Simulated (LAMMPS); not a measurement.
System: Fe (bcc), 4394 atoms, at 300 K and 0 GPa, heated as the crystal.

Model: classical MD, pair style eam/fs, file VFe_mm.eam.fs; code LAMMPS.

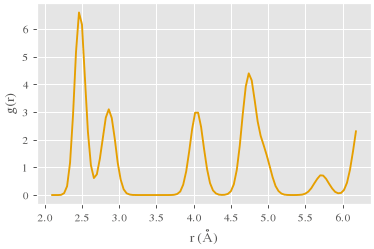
Figure. g(r) against r (Å)

The data show:
- state found: crystal; no diffusion seen in 30 ps
- first peak of g(r): 2.47 Å, height 6.6
- coordination number: 8.3 (counted to 2.70 Å)
